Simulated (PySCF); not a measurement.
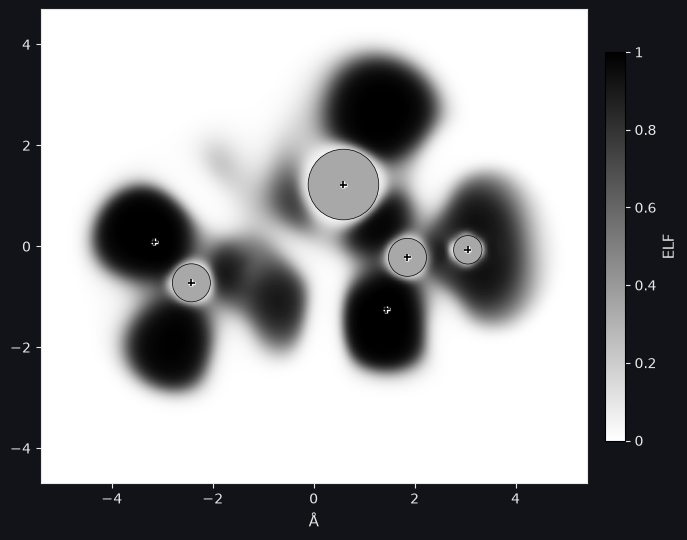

The electron localisation function on a plane through atoms (crosses mark nuclei in the plane; grey discs cover the cores).

Level of theory: PySCF 2.14.0, PBE0/pcSseg-1, SCF density, gas phase, non-relativistic.

Candidates:
A. C3H7NOSi (SMILES C=NC[SiH2]C=O)
B. C5H7FSi
C. C5H8BFSi

**Which candidate gave the map?**

Candidate A: C3H7NOSi on the plane of atoms Si4, C5 and H13, which holds C, Si, O and H. C–O (1.20 Å): the ELF peaks at about 0.85 between the atoms; a multiple bond. C–Si (1.92 Å): the ELF peaks at about 1 between the atoms; a shared electron pair.
